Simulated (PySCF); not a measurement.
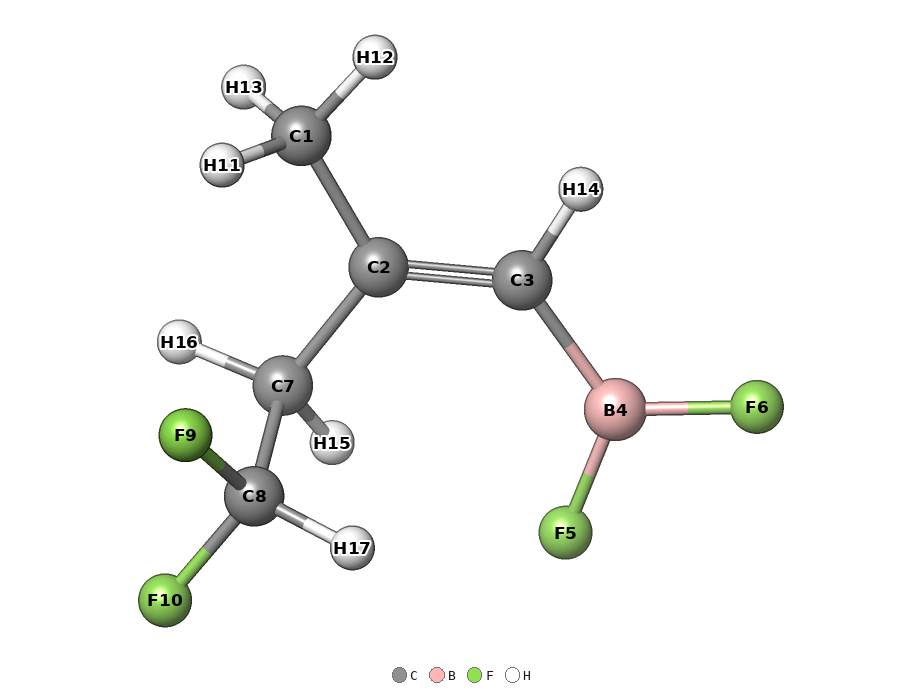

Computed geometry: GFN2-xTB optimisation. No frequency run is at hand to confirm it as a minimum. Electric field gradients from the ground-state density, PBE0/pcSseg-1 (PySCF 2.14.0), non-relativistic apart from any core potentials.

Give the largest field-gradient component, the quadrupole coupling constant and the asymmetry for 11B at B4 (Q = 40.59 mb), 2H at H11 (Q = 2.86 mb), 2H at H12 (Q = 2.86 mb), 2H at H13 (Q = 2.86 mb), 2H at H14 (Q = 2.86 mb).

| atom | V_zz (a.u.) | e²qQ/h (MHz) | η |
| --- | --- | --- | --- |
| B4 | 0.345 | 3.29 | 0.72 |
| H11 | 0.306 | 0.206 | 0.03 |
| H12 | 0.315 | 0.212 | 0.04 |
| H13 | 0.310 | 0.208 | 0.03 |
| H14 | 0.324 | 0.217 | 0.07 |

The geometry is semi-empirical. Around B such bond lengths and angles can be off by a tenth of an ångström or more and by several degrees, and values that hang on the shape move with them.
